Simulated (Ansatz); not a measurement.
# AlClFH: the cost of one run

Program: Ansatz 0.2.0. Level of theory: RKS PBE-D4/def2-SVP. These are calculated values, not measurements.

### Step 1. The system as given

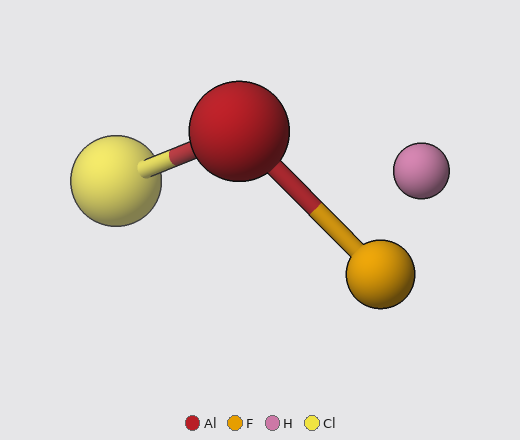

Start, viewed from a chosen angle; aluminium red, fluorine amber, hydrogen pink, chlorine yellow.

Coordinates:

```xyz
4

Al    0.2359    0.9126    0.0091
F     0.6225   -1.1027    0.5298
H     0.9400   -0.8531   -0.6086
Cl   -1.7984    1.0432    0.0698
```

### Step 2. Pulling towards end A

Springs on the bonds that form and break draw the guess towards this end; the thresholds are loose.

The input, input.yaml:

```yaml
crystal:
  periodic: [false, false, false]
  atoms:
    - { symbol: Al, position_ang: [0.2359, 0.9126, 0.0091] }
    - { symbol: F, position_ang: [0.6225, -1.1027, 0.5298] }
    - { symbol: H, position_ang: [0.94, -0.8531, -0.6086] }
    - { symbol: Cl, position_ang: [-1.7984, 1.0432, 0.0698] }
basis:
  gaussian: { orbitals: def2-SVP }
hamiltonian:
  xc: pbe
  dispersion: d4
relax:
  f_tol: 0.15
  max_steps: 25
  restrain:
    - { distance: [2, 1], at: 2.18, k: 30.0 }
    - { distance: [0, 1], at: 1.78, k: 30.0 }
    - { distance: [0, 2], at: 1.52, k: 30.0 }
```

On the command line:

```sh
$ ansatz run input.yaml --threads 1 --pin off --max-ram 2048MiB --backend cpu --events-out ev --progress --plain --runs-dir out
```

Q: Estimate wall time and peak memory on 1 thread of Arm Neoverse V2, shared host.

About 9.7 s, with a peak of 0.12 GiB.
